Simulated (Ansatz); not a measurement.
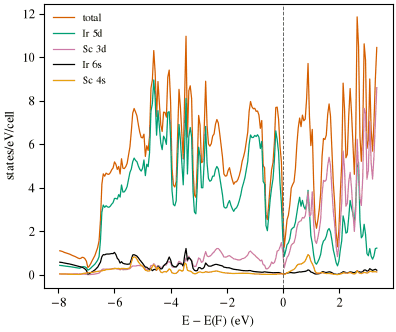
*Total and projected density of states of ScIr2 (cubic Laves (MgCu2 type), Fd-3m), LDA (plane waves, PAW; program Ansatz)*

**Question.** Which orbitals carry the states next to the Fermi level?

**Answer.** Within 0.5 eV of the Fermi level: Ir 5d 69 %, Sc 3d 22 %. Projections are on Löwdin-orthogonalised atomic valence shells; empty p or d shells of many metals are not among them.

**Question.** Where is the tallest occupied peak in this window, and what makes it?

**Answer.** Near -3.4 eV, about 11 states/eV per cell; the largest projected share is Ir 5d.

The workflow started from a Materials Project entry (that database holds measured and hypothetical structures alike); the Crystallography Open Database files this formula in space group No. 227, but the cells were not matched. Its standing as an ambient phase is unchecked. Symmetry was held in the LDA relaxation. At this level the phase is dynamically unstable (imaginary phonons). The run is not spin-polarised. Scalar-relativistic: spin–orbit coupling is off unless named, which matters more the heavier the elements.

Potentials: the later of the program's two PAW sets.
